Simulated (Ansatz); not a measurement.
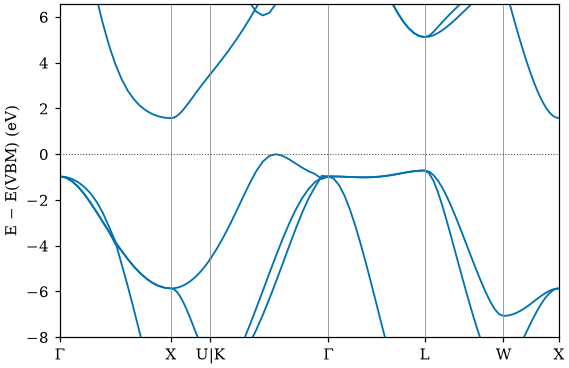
Fig. 1. Band structure from plane-wave PAW LDA (Ansatz code)

Problem. Read off the gap and where the band edges lie.

Solution. About 1.6 eV (1.58 eV by a search for the band edges); maximum on the K–Γ line, 55 % of the way from K, minimum at X.

The material is BN (rock salt, Fm-3m).

The cell is a constructed one: a structure type filled with these elements; neither database checked (COD, Materials Project) lists it. It is not the phase usual at ambient conditions (space group No. 186, 194, 216). Symmetry was held in the LDA relaxation. At this level the phase is dynamically unstable (imaginary phonons).

Potentials: the later of the program's two PAW sets.
